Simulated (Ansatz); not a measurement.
# One shape, several levels: BNH6 (B(NH3)H3)

Aim: a comparison of 6 runs (HF/STO-3G, BLYP/STO-3G, UPBE/STO-3G, r2SCAN/STO-3G, CCSDTQ/STO-3G, UCCSD(T)/STO-3G) of BNH6 (B(NH3)H3). 

The calculation is run with Ansatz 0.2.0.

57 further runs of the same task are left out: 57 set aside as unsound or not needed.

## Step 1: The system as given

BNH6: 8 atoms, total charge 0, spin state singlet. SMILES: `[H]B([H])([H])<-N`. The H7–B1 distance was set to 2.381 Å, away from the relaxed value. At this shape a bond of the SMILES string is far longer than usual.

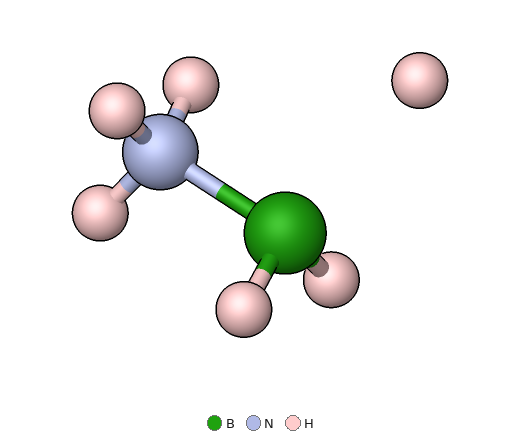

Viewed from a chosen angle; boron green, nitrogen light blue, hydrogen pink.

## Step 2: A single-point energy at HF/STO-3G (run 1)

run.yaml reads:

```yaml
crystal:
  periodic: [false, false, false]
  atoms:
    - {symbol: B, position_ang: [0.540614, -1.009228, -0.516517]}
    - {symbol: "N", position_ang: [0.544944, -1.015238, 1.142133]}
    - {symbol: H, position_ang: [-0.413246, -0.977758, 1.467683]}
    - {symbol: H, position_ang: [1.058644, -0.205038, 1.466893]}
    - {symbol: H, position_ang: [0.992404, -1.866348, 1.460313]}
    - {symbol: H, position_ang: [1.686164, -1.044288, -0.838667]}
    - {symbol: H, position_ang: [-0.545010, 1.015160, -1.144860]}
    - {symbol: H, position_ang: [-0.064806, -1.982648, -0.837757]}
basis:
  gaussian: {orbitals: STO-3G}
hamiltonian: {xc: hf}
accuracy: high
```

Launch:

```bash
$ ansatz run run.yaml --threads 1 --pin off --max-ram 2610MiB --events-out events.jsonl --progress --plain --runs-dir runs
```

What it wrote:

```text
Warning: RAYON_NUM_THREADS=1 ignored (pool sized by the plan → 1); use --threads N
Functional definition: HF
  name "HF"
  exchange = exact_x
  correlation = 0
275 factors; integrals over basis functions are off by at most 1.2e-8 eV
mean field evaluation 1: about -2210.6277 eV, gradient 1.8e1 eV
mean field evaluation 2: about -2210.6953 eV, gradient 1.8e1 eV
mean field evaluation 4: about -2213.2437 eV, gradient 2.1e0 eV
mean field evaluation 8: about -2213.2663 eV, gradient 4.3e-2 eV
mean field -2213.26627531 eV, -81.3360354119 hartree, gradient 2.8e-8 eV, S^2 0.000000; 0 other end points of the search recorded, 0 dependent functions left out
reference -2213.26627531 eV, -81.3360354119 hartree; 9, 9 occupied and 7, 7 virtual orbitals, 275 factors
Total energy: -2213.26627531 eV, -81.3360354119 hartree
```

Run time: 0.08 s. Hardware: 1 thread of Arm Neoverse V1, shared host.

## Step 3: The energy at BLYP/STO-3G (run 2)

input.yaml reads:

```yaml
crystal:
  periodic: [false, false, false]
  atoms:
    - {symbol: B, position_ang: [0.540614, -1.009228, -0.516517]}
    - {symbol: "N", position_ang: [0.544944, -1.015238, 1.142133]}
    - {symbol: H, position_ang: [-0.413246, -0.977758, 1.467683]}
    - {symbol: H, position_ang: [1.058644, -0.205038, 1.466893]}
    - {symbol: H, position_ang: [0.992404, -1.866348, 1.460313]}
    - {symbol: H, position_ang: [1.686164, -1.044288, -0.838667]}
    - {symbol: H, position_ang: [-0.545010, 1.015160, -1.144860]}
    - {symbol: H, position_ang: [-0.064806, -1.982648, -0.837757]}
basis:
  gaussian:
    orbitals: STO-3G
hamiltonian:
  xc: {name: BLYP}
accuracy: high
```

Launch:

```bash
$ ansatz run input.yaml --threads 1 --pin off --max-ram 2610MiB --events-out events.jsonl --progress --plain --runs-dir runs
```

What it wrote:

```text
Warning: RAYON_NUM_THREADS=1 ignored (pool sized by the plan → 1); use --threads N
Functional definition: BLYP
  name "BLYP"
  parameter beta = 0.0042
  parameter a = 0.04918
  parameter b = 0.132
  parameter c = 0.2533
  parameter d = 0.349
  exchange = b88_x(beta = beta)
  correlation = lyp_c(a = a, b = b, c = c, d = d)
275 factors; integrals over basis functions are off by at most 1.2e-8 eV
mean field evaluation 1: about -2226.6115 eV, gradient 1.8e1 eV
mean field evaluation 2: about -2214.0400 eV, gradient 3.6e1 eV
mean field evaluation 4: about -2228.3349 eV, gradient 1.1e1 eV
mean field evaluation 8: about -2228.2493 eV, gradient 1.1e1 eV
mean field evaluation 16: about -2228.8771 eV, gradient 1.0e-8 eV
mean field -2228.87714407 eV, -81.9097242576 hartree, gradient 1.0e-8 eV, S^2 0.000000; 0 other end points of the search recorded, 0 dependent functions left out
reference -2228.87718545 eV, -81.9097257781 hartree; 9, 9 occupied and 7, 7 virtual orbitals, 275 factors
Total energy: -2228.87718545 eV, -81.9097257781 hartree
```

Wall time 1.5 s (1 thread of Arm Neoverse V1, shared host); peak memory 0.094 GiB.

Runs 3 to 5 aren't shown in full; the table further down has their settings and results.

## Step 4: The energy at UCCSD(T)/STO-3G (run 6)

job.yaml reads:

```yaml
crystal:
  periodic: [false, false, false]
  atoms:
    - symbol: B
      position_ang: [0.540614, -1.009228, -0.516517]
    - symbol: N
      position_ang: [0.544944, -1.015238, 1.142133]
    - symbol: H
      position_ang: [-0.413246, -0.977758, 1.467683]
    - symbol: H
      position_ang: [1.058644, -0.205038, 1.466893]
    - symbol: H
      position_ang: [0.992404, -1.866348, 1.460313]
    - symbol: H
      position_ang: [1.686164, -1.044288, -0.838667]
    - symbol: H
      position_ang: [-0.545010, 1.015160, -1.144860]
    - symbol: H
      position_ang: [-0.064806, -1.982648, -0.837757]
basis:
  gaussian: {orbitals: STO-3G}
magnetization: {spin_polarized: true}
correlation: {method: ccsd_t, frozen_orbitals: {B: 1, H: 0, "N": 1}}
accuracy: high
scf: {omitted_lower_state_checks: [cluster_reference, increment]}
```

Launch:

```bash
$ ansatz run job.yaml --threads 1 --pin off --max-ram 2610MiB --events-out events.jsonl --progress --plain --runs-dir runs
```

What it wrote:

```text
Warning: RAYON_NUM_THREADS=1 ignored (pool sized by the plan → 1); use --threads N
[... 13 lines left out ...]
2 core orbitals not correlated: weight in the atoms' cores, before any rotation towards them, 1.000 or more for the frozen orbitals, at most 0.000 for the correlated occupied ones
[... 33 lines left out ...]
WARN: these amplitudes may be one of several solutions (largest doubles amplitude 0.54, level shift 0.00 eV)
Total energy: -2218.99756392 eV, -81.5466563836 hartree
Checks for a lower state left out: cluster_reference, increment
```

Run time: 0.28 s. Hardware: 1 thread of Arm Neoverse V1, shared host.

## Step 5: Overview of the runs

| run | level | frozen core orbitals | energy (Eh) | wall time |
| --- | --- | --- | --- | --- |
| 1 | HF/STO-3G | – | -81.336035 | 0.08 s |
| 2 | BLYP/STO-3G | – | -81.909726 | 1.5 s |
| 3 | UPBE/STO-3G | – | -81.841964 | 4.5 s |
| 4 | r2SCAN/STO-3G | – | -81.910292 | 2.4 s |
| 5 | CCSDTQ/STO-3G | 2 | -81.547895 | 6.9 s |
| 6 | UCCSD(T)/STO-3G | 2 | -81.546656 | 0.28 s |

## Step 6: What came out

| quantity | value |
| --- | --- |
| run 6: total energy | -81.54666 Eh |
| run 6: correlation energy (2 core orbitals frozen) | -139.5 mEh |
| run 6: (T) correction | -2.04 mEh |
| run 6: ⟨S²⟩ of the reference determinant | 0.843 |
| run 6: T1 diagnostic | 0.072 |

What this shows: Below the HF energy at the same shape and in the same basis (STO-3G): CCSDTQ -211.9 mEh; UCCSD(T) -210.6 mEh. Some of these start from another determinant than that one, so these aren't their correlation energies. Totals of different functionals can't be ranked against each other. In run 5 the log says that unrestricted orbitals would lower the reference, so the values rest on an unstable closed-shell determinant (other closed-shell runs at this shape may share the fault). In runs 1, 2, 3, 4, 5, 6 the basis is minimal, so the values are rough. Spin contamination of the reference: run 6 ⟨S²⟩ = 0.84, run 3 ⟨S²⟩ = 0.17. Where it is this large, the reference is a mixture of spin states, and values that rest on it are in doubt. All runs together took 16 s, the longest 6.9 s.
